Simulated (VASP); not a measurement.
## GaP: quasiparticle gap under strain

How does the quasiparticle gap of GaP follow strain, and does the starting functional get the slope right? The cell is of the zinc-blende type. The start is a cell from a database of measured crystal structures.

Calculated with VASP 6.6.1; PBE; plane waves and PAW (Ga_d_GW, P_GW), in the first sound run; inputs show where later runs differ.

### 1. Starting point

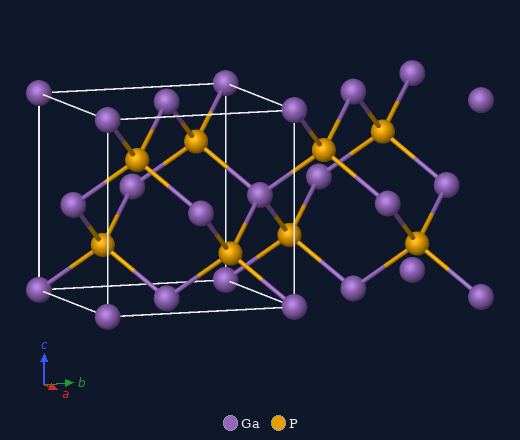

The cell as given, slightly off an axis (gallium purple, phosphorus orange). 1×2×1 cells are drawn. This picture shows the conventional cell, with its axes. Bonds to atoms that aren't drawn are left out. Some periodic images of atoms are drawn too.

### 2. Empty bands

The next step needs empty bands that the ground-state run didn't converge, so the Hamiltonian is diagonalised exactly for NBANDS bands, in a single step. LOPTICS writes the k-derivatives of the orbitals (WAVEDER), which give the long-wavelength limit of the screening.

The input, INCAR:

```
SYSTEM = GaP
PREC = Accurate
ENCUT = 430
ISMEAR = 0
SIGMA = 0.01
LREAL = .FALSE.
GGA = PE
NBANDS = 176
ALGO = Exact
NELM = 1
LWAVE = .TRUE.
LCHARG = .FALSE.
LOPTICS = .TRUE.
NEDOS = 1000
CSHIFT = 0.1
```

The input, POSCAR:

```
GaP
1.0
    0.0000000000      2.7252500000      2.7252500000
    2.7252500000      0.0000000000      2.7252500000
    2.7252500000      2.7252500000      0.0000000000
Ga P
1 1
Direct
    0.0000000000      0.0000000000      0.0000000000
    0.7500000000      0.7500000000      0.7500000000
```

The input, KPOINTS:

```
Automatic mesh
0
Gamma
6 6 6
0 0 0
```

PAW data sets: Ga_d_GW and P_GW (PBE family, release 64).

Command:

```
mpirun -np 8 vasp_std
```

What it wrote:

```text
[banner, memory and clock lines left out]
running    8 mpi-ranks, on    1 nodes
 distrk:  each k-point on    8 cores,    1 groups
 distr:  one band on    1 cores,    8 groups

 POSCAR found type information on POSCAR GaP
 POSCAR found :  2 types and       2 ions
|                                                                             |
|           W    W    AA    RRRRR   N    N  II  N    N   GGGG   !!!           |
|           W    W   A  A   R    R  NN   N  II  NN   N  G    G  !!!           |
|           W    W  A    A  R    R  N N  N  II  N N  N  G       !!!           |
|           W WW W  AAAAAA  RRRRR   N  N N  II  N  N N  G  GGG   !            |
|           WW  WW  A    A  R   R   N   NN  II  N   NN  G    G                |
|           W    W  A    A  R    R  N    N  II  N    N   GGGG   !!!           |
|                                                                             |
|     For optimal performance we recommend to set                             |
|       NCORE = 2 up to number-of-cores-per-socket                            |
|     NCORE specifies how many cores store one orbital (NPAR=cpu/NCORE).      |
|     This setting can greatly improve the performance of VASP for DFT.       |
|     The default, NCORE=1 might be grossly inefficient on modern             |
|     multi-core architectures or massively parallel machines. Do your        |
|     Unfortunately you need to use the default for GW and RPA                |
|     calculations (for HF NCORE is supported but not extensively tested      |
|     yet).                                                                   |
|                                                                             |

 LDA part: xc-table for (Slater+PW92), standard interpolation
 found WAVECAR, reading the header
  number of bands has changed, file:    15 present:   176
  trying to continue reading WAVECAR, but it might fail
 POSCAR, INCAR and KPOINTS ok, starting setup
 FFT: planning ... GRIDC
 FFT: planning ... GRID_SOFT
 FFT: planning ... GRID
 reading WAVECAR
 random initialization beyond band           15
 the WAVECAR file was read successfully
 initial charge from wavefunction
 entering main loop
       N       E                     dE             d eps       ncg     rms          rms(c)
DIA:   1    -0.908161938801E+01   -0.90816E+01    0.00000E+00     0   0.000E+00
   1 F= -.90816194E+01 E0= -.90816194E+01  d E =-.904926E-33
 writing wavefunctions
 optical routines
 imaginary and real dielectric function
 recalculating local potential from charge density
 direction            1
 direction            2
 direction            3
```

Wall time 6.2 s (8 MPI ranks of Intel Xeon Platinum 8259CL at 2.50GHz (Skylake/Cascade Lake), shared host); peak memory 1.3 GiB.

The logs omit lines about the potential files and the build; timing stands in the text.

Parts of OUTCAR (step 2):

```text
ion  position               nearest neighbor table
   1  0.000  0.000  0.000-   2 2.36   2 2.36   2 2.36   2 2.36
   2  0.750  0.750  0.750-   1 2.36   1 2.36   1 2.36   1 2.36

  LATTYP: Found a face centered cubic cell.
 ALAT       =     5.4505000000

 Subroutine GETGRP returns: Found 24 space group operations
 (whereof 24 operations were pure point group operations)

The static configuration has the point symmetry T_d .

 Found     16 irreducible k-points:

   k-points           NKPTS =     16   k-points in BZ     NKDIM =     16   number of bands    NBANDS=    176

   dimension x,y,z NGX =    28 NGY =   28 NGZ =   28
   dimension x,y,z NGXF=    56 NGYF=   56 NGZF=   56

   ENCUT  =  430.0 eV  31.60 Ry    5.62 a.u.   6.52  6.52  6.52*2*pi/ulx,y,z

   NELECT =      18.0000    total number of electrons

 k-points in reciprocal lattice and weights: Automatic mesh
   0.00000000  0.00000000  0.00000000       0.005
   0.16666667  0.00000000  0.00000000       0.037
   0.33333333  0.00000000  0.00000000       0.037
   0.50000000  0.00000000  0.00000000       0.019
   0.16666667  0.16666667  0.00000000       0.028
   0.33333333  0.16666667  0.00000000       0.111
   0.50000000  0.16666667  0.00000000       0.111
  -0.33333333  0.16666667  0.00000000       0.111
  -0.16666667  0.16666667  0.00000000       0.056
[...]
-0.33333333  0.33333333  0.16666667       0.111
  -0.33333333  0.50000000  0.16666667       0.056

 average (electrostatic) potential at core
       1 -65.6673       2 -74.8219

 E-fermi :   4.4467

 k-point     1 :       0.0000    0.0000    0.0000
  band No.  band energies     occupation
    ...
      5     -10.0904      2.00000
      6      -8.1293      2.00000
      7       4.3650      2.00000
      8       4.3650      2.00000
      9       4.3650      2.00000
     10       6.1861      0.00000
     11       8.2449      0.00000
     12       8.2449      0.00000
     13       8.2449      0.00000
     14      13.1806      0.00000
    ...

 k-point     2 :       0.1667    0.0000    0.0000
  band No.  band energies     occupation
    ...
      5     -10.0901      2.00000
      6      -7.7733      2.00000
      7       1.9759      2.00000
      8       3.9940      2.00000
      9       3.9940      2.00000
     10       6.7746      0.00000
     11       8.7936      0.00000
     12       8.7936      0.00000
     13       9.3895      0.00000
     14      13.2909      0.00000
    ...

 k-point     3 :       0.3333    0.0000    0.0000
  band No.  band energies     occupation
    ...
      5     -10.0867      2.00000
      6      -6.8267      2.00000
      7      -0.8448      2.00000
      8       3.4580      2.00000
      9       3.4580      2.00000
     10       6.2599      0.00000
     11       9.1700      0.00000
     12       9.1700      0.00000
     13      11.9614      0.00000
     14      13.9680      0.00000
    ...

  Total        0.6260930      0.6260930      0.6260930      0.0000000      0.0000000     -0.0000000
  in kB       24.7799466     24.7799466     24.7799466      0.0000000      0.0000000     -0.0000000
  external PRESSURE =      24.7799466 kB  Pullay stress =       0.0000000 kB

  energy-cutoff  :      430.00
  volume of cell :       40.48
      direct lattice vectors                 reciprocal lattice vectors
     0.000000000  2.725250000  2.725250000    -0.183469406  0.183469406  0.183469406
     2.725250000  0.000000000  2.725250000     0.183469406 -0.183469406  0.183469406
     2.725250000  2.725250000  0.000000000     0.183469406  0.183469406 -0.183469406

 POSITION                                       TOTAL-FORCE (eV/Angst)
 -----------------------------------------------------------------------------------
      0.00000      0.00000      0.00000         0.000000      0.000000      0.000000
      4.08788      4.08788      4.08788        -0.000000     -0.000000     -0.000000
 -----------------------------------------------------------------------------------
    total drift:                               -0.000011     -0.000011     -0.000011

  FREE ENERGIE OF THE ION-ELECTRON SYSTEM (eV)
  ---------------------------------------------------
  free  energy   TOTEN  =        -9.0816193880 eV

  energy  without entropy=       -9.0816193880  energy(sigma->0) =       -9.08161939

 plasma frequency squared (from intraband transitions) (eV^2)
  --------------------------------------------------------------------------------------
       0.000       0.000       0.000
       0.000       0.000      -0.000
       0.000      -0.000       0.000

[... 3 further parts left out ...]
```

WAVECAR now holds 176 bands for 18 electrons. Its independent-particle dielectric tensor has xx, yy, zz = 13.4, 13.4, 13.4 on this mesh, which isn't tested for convergence; a coarse zone-centred mesh tends to overstate it, local fields are missing, and the same mesh feeds the screening.

### 3. G0W0

This step: G0W0 on PBE; plane waves and PAW (Ga_d_GW, P_GW) (VASP 6.6.1).

One pass of GW corrects the levels to first order, with G and W from the starting orbitals.

The input, INCAR:

```
SYSTEM = GaP
PREC = Accurate
ENCUT = 430
ISMEAR = 0
SIGMA = 0.01
LREAL = .FALSE.
GGA = PE
NBANDS = 176
ALGO = EVGW0
NELMGW = 1
ENCUTGW = 150
NOMEGA = 48
PRECFOCK = Fast
NBANDSGW = 24
LWAVE = .FALSE.
LCHARG = .FALSE.
```

POSCAR is that of step 2.

KPOINTS is that of step 2.

Command:

```
mpirun -np 8 vasp_std
```

What it wrote:

```text
[banner, memory and clock lines left out]
running    8 mpi-ranks, on    1 nodes
 distrk:  each k-point on    8 cores,    1 groups
 distr:  one band on    1 cores,    8 groups

 POSCAR found type information on POSCAR GaP
 POSCAR found :  2 types and       2 ions
 [... a notice as in an earlier step ...]

|                                                                             |
|           W    W    AA    RRRRR   N    N  II  N    N   GGGG   !!!           |
|           W    W   A  A   R    R  NN   N  II  NN   N  G    G  !!!           |
|           W    W  A    A  R    R  N N  N  II  N N  N  G       !!!           |
|           W WW W  AAAAAA  RRRRR   N  N N  II  N  N N  G  GGG   !            |
|           WW  WW  A    A  R   R   N   NN  II  N   NN  G    G                |
|           W    W  A    A  R    R  N    N  II  N    N   GGGG   !!!           |
|                                                                             |
|     The default for ENCUTGWSOFT is different in this version of VASP.       |
|     please manually set ENCUTGWSOFT =150 in the INCAR file.                 |
|                                                                             |

 LDA part: xc-table for (Slater+PW92), standard interpolation
 found WAVECAR, reading the header
 POSCAR, INCAR and KPOINTS ok, starting setup
 FFT: planning ... GRIDC
 FFT: planning ... GRID_SOFT
 FFT: planning ... GRID
 reading WAVECAR
 the WAVECAR file was read successfully
 initial charge from wavefunction
 available memory per node:     67.64 GB, setting MAXMEM to     69261

 The Fermi energy was updated, please check that it is located mid-gap
 values below the HOMO (VB) or above the LUMO (CB) will cause erroneous energies
 E-fermi :   5.1885

 calculate exact exchange contribution
 the WAVEDER file was read successfully
energies w=
    0.000    0.000    0.578    0.000    1.153    0.000    1.724    0.000
    2.288    0.000    2.844    0.000    3.391    0.000    3.929    0.000
    4.456    0.000    4.973    0.000    5.482    0.000    5.982    0.000
    6.475    0.000    6.961    0.000    7.444    0.000    7.924    0.000
    8.403    0.000    8.883    0.000    9.367    0.000    9.856    0.000
   10.352    0.000   10.860    0.000   11.381    0.000   11.918    0.000
   12.477    0.000   13.060    0.000   13.674    0.000   14.323    0.000
   15.015    0.000   15.758    0.000   16.563    0.000   17.440    0.000
   18.406    0.000   19.479    0.000   20.684    0.000   22.054    0.000
   23.629    0.000   25.466    0.000   27.644    0.000   30.272    0.000
   33.514    0.000   37.616    0.000   42.977    0.000   50.276    0.000
   60.784    0.000   77.170    0.000  106.178    0.000  171.195    0.000
 responsefunction array rank=     176
 LDA part: xc-table for (Slater+PW92), standard interpolation

 min. memory requirement per mpi rank    256.2 MB, per node   2049.9 MB

 allocating   6 responsefunctions rank=   176
 shmem allocating  48 responsefunctions rank=   176
 response function shared by NCSHMEM nodes    1
 Doing            6  frequencies on each core in blocks of           48
NQ=   1    0.0000    0.0000    0.0000,
|.........|.........|.........|.........|.........|.........|.........|.........
 performed        784000 updates of chi_q(r,r)
 total number of BLAS operations        179.24 Gflops
NQ=   2    0.1667    0.0000    0.0000,
|.........|.........|.........|.........|.........|.........|.........|.........
 performed       2142000 updates of chi_q(r,r)
 total number of BLAS operations        497.13 Gflops
NQ=   3    0.3333    0.0000    0.0000,
|.........|.........|.........|.........|.........|.........|.........|.........
 performed       3500000 updates of chi_q(r,r)
 total number of BLAS operations        793.11 Gflops
NQ=   4    0.5000    0.0000    0.0000,
|.........|.........|.........|.........|.........|.........|.........|.........
 performed       4656000 updates of chi_q(r,r)
 total number of BLAS operations       1054.16 Gflops
NQ=   5    0.1667    0.1667    0.0000,
|.........|.........|.........|.........|.........|.........|.........|.........
 performed       6014000 updates of chi_q(r,r)
 total number of BLAS operations       1364.66 Gflops
NQ=   6    0.3333    0.1667    0.0000,
|.........|.........|.........|.........|.........|.........|.........|.........
 performed       8099000 updates of chi_q(r,r)
 total number of BLAS operations       1797.12 Gflops
NQ=   7    0.5000    0.1667    0.0000,
|.........|.........|.........|.........|.........|.........|.........|.........
 performed      10184000 updates of chi_q(r,r)
 total number of BLAS operations       2268.00 Gflops
NQ=   8   -0.3333    0.1667    0.0000,
|.........|.........|.........|.........|.........|.........|.........|.........
 performed      12269000 updates of chi_q(r,r)
 total number of BLAS operations       2727.73 Gflops
NQ=   9   -0.1667    0.1667    0.0000,
|.........|.........|.........|.........|.........|.........|.........|.........
 performed      14084000 updates of chi_q(r,r)
 total number of BLAS operations       3118.29 Gflops
NQ=  10    0.3333    0.3333    0.0000,
|.........|.........|.........|.........|.........|.........|.........|.........
 performed      15442000 updates of chi_q(r,r)
 total number of BLAS operations       3432.47 Gflops
NQ=  11    0.5000    0.3333    0.0000,
|.........|.........|.........|.........|.........|.........|.........|.........
 performed      17527000 updates of chi_q(r,r)
 total number of BLAS operations       3926.04 Gflops
NQ=  12   -0.3333    0.3333    0.0000,
|.........|.........|.........|.........|.........|.........|.........|.........
 performed      19342000 updates of chi_q(r,r)
 total number of BLAS operations       4355.63 Gflops
NQ=  13    0.5000    0.5000    0.0000,
|.........|.........|.........|.........|.........|.........|.........|.........
 performed      20379000 updates of chi_q(r,r)
 total number of BLAS operations       4607.02 Gflops
NQ=  14    0.5000    0.3333    0.1667,
|.........|.........|.........|.........|.........|.........|.........|.........
 performed      22717000 updates of chi_q(r,r)
 total number of BLAS operations       5154.15 Gflops
NQ=  15   -0.3333    0.3333    0.1667,
|.........|.........|.........|.........|.........|.........|.........|.........
 performed      24920000 updates of chi_q(r,r)
 total number of BLAS operations       5651.73 Gflops
NQ=  16   -0.3333    0.5000    0.1667,
|.........|.........|.........|.........|.........|.........|.........|.........
 performed      26743000 updates of chi_q(r,r)
 total number of BLAS operations       6083.32 Gflops
 resolving degeneracies of screened two electron integrals

 calculate QP shifts <psi_nk| G(iteration)W_0 |psi_nk>: iteration 1
 entering main loop
```

Wall time 3.1 min (8 MPI ranks); peak memory 2.5 GiB.

OUTCAR, selected parts (step 3):

```text
The static configuration has the point symmetry T_d .

 Found     16 irreducible k-points:

   k-points           NKPTS =     16   k-points in BZ     NKDIM =    216   number of bands    NBANDS=    176

   NELECT =      18.0000    total number of electrons

 E-fermi :   5.1885

 QP shifts <psi_nk| G(iteration)W_0 |psi_nk>: iteration 1
 for sc-GW calculations column KS-energies equals QP-energies in previous step
 and V_xc(KS)=  KS-energies - (<T + V_ion + V_H > + <T+V_H+V_ion>^1  + <V_x>^1)
 k-point   1 :       0.0000    0.0000    0.0000
  band No.  KS-energies  QP-energies   sigma(KS)   V_xc(KS)     V^pw_x(r,r')   Z            occupation Imag(sigma)
    ...
      6      -8.1293      -8.6300     -12.1488     -11.3657     -18.6847       0.6394       2.0000       1.0028
      7       4.3650       3.7753     -13.3865     -12.6105     -14.3547       0.7600       2.0000       0.0339
      8       4.3650       3.7753     -13.3865     -12.6105     -14.3547       0.7600       2.0000       0.0339
      9       4.3650       3.7753     -13.3865     -12.6105     -14.3547       0.7600       2.0000       0.0339
     10       6.1861       6.5039     -11.2158     -11.6286      -7.1651       0.7700       0.0000      -0.0679
     11       8.2449       8.4209     -10.2596     -10.4894      -5.9230       0.7657       0.0000      -0.0786
     12       8.2449       8.4209     -10.2596     -10.4894      -5.9230       0.7657       0.0000      -0.0786
     13       8.2449       8.4209     -10.2596     -10.4894      -5.9230       0.7657       0.0000      -0.0786
    ...

 k-point   2 :       0.1667    0.0000    0.0000
  band No.  KS-energies  QP-energies   sigma(KS)   V_xc(KS)     V^pw_x(r,r')   Z            occupation Imag(sigma)
    ...
      6      -7.7733      -8.3063     -12.3736     -11.5539     -18.8044       0.6502       2.0000       0.9630
      7       1.9759       1.3790     -12.7076     -11.9046     -14.3439       0.7434       2.0000       0.0526
      8       3.9940       3.3898     -13.1669     -12.3719     -14.2198       0.7601       2.0000       0.0350
      9       3.9940       3.3898     -13.1669     -12.3719     -14.2198       0.7601       2.0000       0.0350
     10       6.7746       7.0349     -10.7967     -11.1354      -6.7128       0.7686       0.0000      -0.0706
     11       8.7936       8.9807     -10.4234     -10.6697      -5.9183       0.7595       0.0000      -0.0872
     12       8.7936       8.9807     -10.4234     -10.6697      -5.9183       0.7595       0.0000      -0.0872
     13       9.3895       9.5519     -10.7929     -11.0088      -6.1464       0.7523       0.0000      -0.0997
    ...

 k-point   3 :       0.3333    0.0000    0.0000
  band No.  KS-energies  QP-energies   sigma(KS)   V_xc(KS)     V^pw_x(r,r')   Z            occupation Imag(sigma)
    ...
      6      -6.8267      -7.4026     -12.8465     -11.9842     -18.9774       0.6678       2.0000       0.8571
      7      -0.8448      -1.4847     -12.1799     -11.2800     -15.1885       0.7111       2.0000       0.1685
      8       3.4580       2.8249     -12.9811     -12.1442     -14.2290       0.7565       2.0000       0.0388
      9       3.4580       2.8249     -12.9811     -12.1442     -14.2290       0.7565       2.0000       0.0388
     10       6.2599       6.4808     -10.5707     -10.8563      -6.6479       0.7736       0.0000      -0.0705
     11       9.1700       9.3426     -10.2073     -10.4352      -5.5964       0.7578       0.0000      -0.0976
     12       9.1700       9.3426     -10.2073     -10.4352      -5.5964       0.7578       0.0000      -0.0976
     13      11.9614      12.0437     -10.3082     -10.4200      -4.7456       0.7361       0.0000      -0.2140
    ...

[... 7 parts as in an earlier step ...]

[... 5 further parts left out ...]
```

Numbers from this step:

- quasiparticle gap on the mesh: 2.175 eV
- smallest direct quasiparticle gap on the mesh: 2.729 eV
- gap of the starting orbitals on the mesh: 1.647 eV

GW takes the gap from 1.647 to 2.175 eV. Spin-orbit coupling is left out. The value holds for 176 bands, ENCUTGW = 150 eV and this mesh, and isn't shown to be converged in them.

[end of part 1 of 4]

[Lines on the potential files, build, host, timing and source positions are cut from VASP's logs without a mark.]

[Logs are printed without paths, hosts, clocks, repeated set-up lines and the standing remarks that a program may print on its own settings, such as how far it seeks lower states.]

[Hosts, paths, dates, database ids (printed as entryN), source tags and the programs' standing remarks are cut or masked in the printed files.]

[Measured values are set beside computed ones only where the two were judged alike; some that the calculation misses by far are left out.]

[Pressures printed for these runs are not shown converged in the cutoff: they can be off by several GPa and have the wrong sign.]
